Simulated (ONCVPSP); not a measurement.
Strontium, optimised norm-conserving Vanderbilt (ONCV), made with ONCVPSP 4.0.1 (revPBE, fully relativistic). Core [Kr], reference 5s1.5 (charge +0.5). Waves: 5s: rc 3.10 bohr, ncon 4, nbas 9, qcut 2.1 1/bohr, 2 projectors, debl 2.4 Ha; p scattering state at 0.22 Ha: rc 2.75 bohr, ncon 3, nbas 8, qcut 2.9 1/bohr, 3 projectors, debl 2.8 Ha; d scattering state at 0.19 Ha: rc 3.35 bohr, ncon 4, nbas 7, qcut 3.2 1/bohr, 2 projectors, debl 2.5 Ha. Local part: polynomial inside 1.75 bohr (lpopt 5, dvloc0 2 Ha). Core correction: Teter function, fcfact 4.75, rcfact 1.45.

In the d channel the program set the typed energies aside and used -0.140, 2.360 Ha.

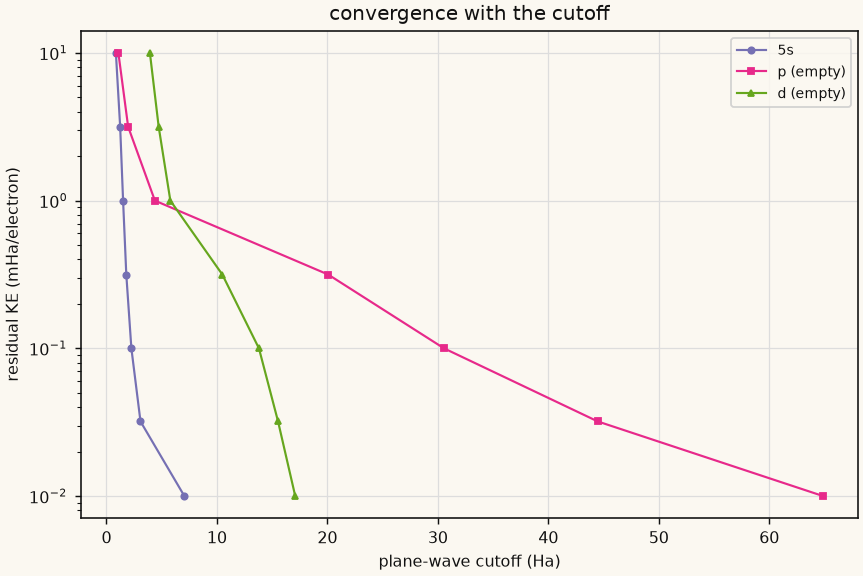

Residual kinetic energy of the pseudo-waves (the first of each channel, and further valence shells) beyond the plane-wave cutoff, as the generator prints it.

Q: Which cutoffs does the potential need for its occupied states?

A: 1.5 Ha for 1 mHa and 2.2 Ha for 0.1 mHa per electron. The first is set by 5s.

Q: At which cutoff does each wave reach 1 mHa per electron?

A: d (empty): 5.8 Ha; p (empty): 4.4 Ha; 5s: 1.5 Ha.

Q: Which wave is the hardest at 1 mHa per electron, and which settings govern it?

A: d (empty), with rc = 3.35 bohr and qcut = 3.2 1/bohr. The optimisation minimises, but can't always remove, the kinetic energy above qcut²/2 = 5.1 Ha, and a larger rc would as a rule soften the wave at some cost in transferability.

The potential isn't sound: its ghost test gives GHOST(-) flagged for p1/2 at -102.3 eV; GHOST(+) flagged for s at 21.9 eV, p3/2 at 150.7 eV, p1/2 at 155.4 eV (flags above 300 eV left out).
